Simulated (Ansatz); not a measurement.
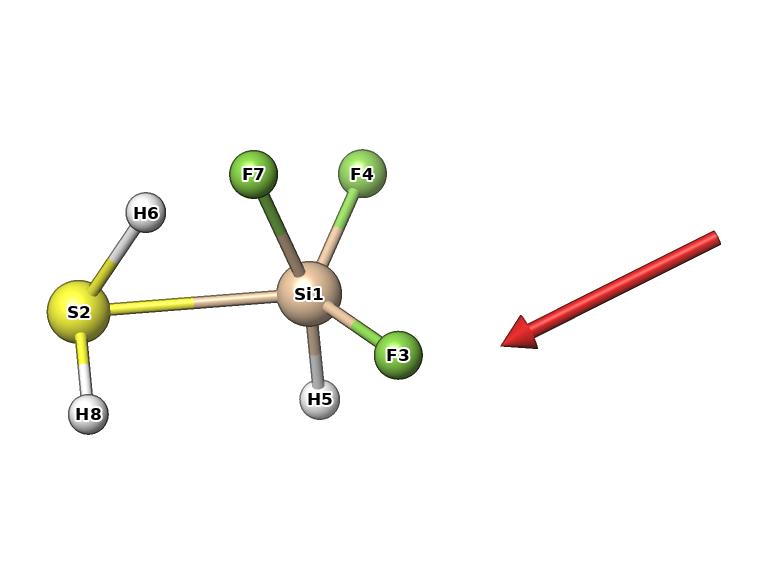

The arrow beside the molecule shows the direction of the dipole moment, from the negative to the positive end (its length means nothing). The geometry was computed by a saddle-point search with PBE0-D4/def2-TZVP. Properties computed with RKS PBE0-D4/def2-TZVP (Ansatz 0.2.0).

### Estimate the dipole moment.

2.85 D; it points from the side of F4 to the side of H8 (the outermost atoms at the two ends).
